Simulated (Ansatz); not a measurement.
**AlH6N···H2O: density, localisation and related maps**

Input file:

```
crystal:
  periodic: [false, false, false]
  atoms:
    - {symbol: Al, position_ang: [-0.325791, -1.383152, -0.220078]}
    - {symbol: H, position_ang: [1.240540, -1.195220, 0.164756]}
    - {symbol: H, position_ang: [-0.612624, -2.208449, -1.558818]}
    - {symbol: H, position_ang: [-1.297608, -1.576770, 1.037491]}
    - {symbol: H, position_ang: [-0.239298, 1.141190, -0.110185]}
    - {symbol: N, position_ang: [-0.755913, 0.531337, -0.755432]}
    - {symbol: H, position_ang: [1.517737, 0.395743, 0.862681]}
    - {symbol: O, position_ang: [1.316510, 1.337967, 1.008403]}
    - {symbol: H, position_ang: [-0.457609, 0.749893, -1.700068]}
    - {symbol: H, position_ang: [-1.746326, 0.737269, -0.686799]}
    - {symbol: H, position_ang: [1.360282, 1.470193, 1.957951]}
basis:
  gaussian: {orbitals: def2-TZVPP}
hamiltonian: {xc: pbe0, dispersion: d4}
output: {orbitals: {seedname: orbitals}}
```

Command:

```sh
ansatz run in.yaml --threads 4 --pin off --events-out ev --progress --plain --max-ram 9574MiB
```

The reactant side of a reaction path; geometry: PBE0-D4/def2-TZVP.

All numbers below come from RKS PBE0-D4/def2-TZVPP in Ansatz.

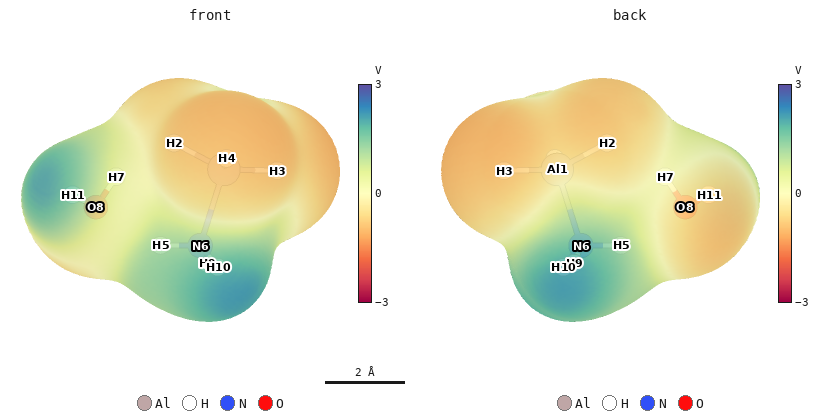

Figure 1. The molecular electrostatic potential painted on the density surface at 0.001 e/bohr³, seen from the front and from behind; the colour scale runs from red (negative) to blue (positive).

### Where is the surface potential most negative and most positive?

The most negative region (about −1.0 V, or −23 kcal/mol for a unit charge) lies over H3 and H4, the most positive (about +2.1 V, or +48 kcal/mol for a unit charge) over H9 and H10.

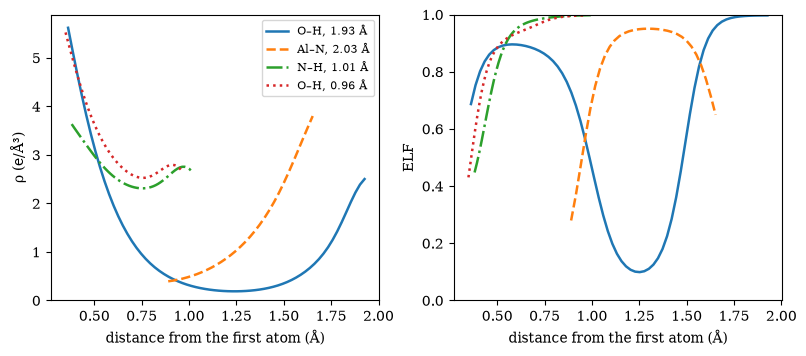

Figure 2. Total electron density and ELF along straight lines between neighbouring atoms. The curves leave out the atomic cores.

### What can be read from the curves?

O8···H5 (1.93 Å): the density falls to about 0.19 e/Å³ on the way; the ELF dips to about 0.10 between them; by its geometry a hydrogen bond between the two molecules, with no shared pair.
Al–N (2.03 Å): ρ at the midpoint is about 0.51 e/Å³; the ELF peaks at about 0.95 in the valence shell of N, 0.7 Å from its nucleus, and is about 0.75 at the midpoint.
N–H (1.01 Å): ρ at the midpoint is about 2.9 e/Å³; the ELF climbs to about 1 towards the hydrogen, as it does in any bond to H; an ordinary covalent bond to hydrogen.
O–H (0.96 Å): the density is about 3.8 e/Å³ at the midpoint; the ELF climbs to about 1 towards the hydrogen; a covalent bond by its length.

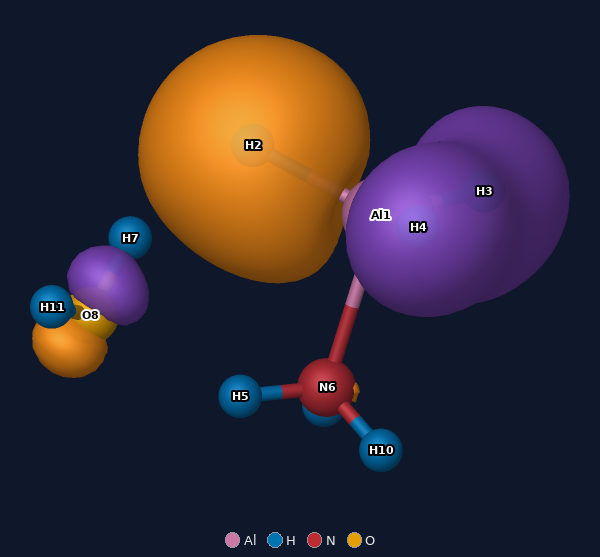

Figure 3. The HOMO−1 at ±0.1 Å⁻³ᐟ² (orange and purple are the two phases), seen at a tilt.

### What is the character of this orbital?

By Hirshfeld shares it lies mainly on H2 (about 35 %), Al1 (about 30 %), H3 (about 15 %) and H4 (about 10 %). Its energy is −7.66 eV.
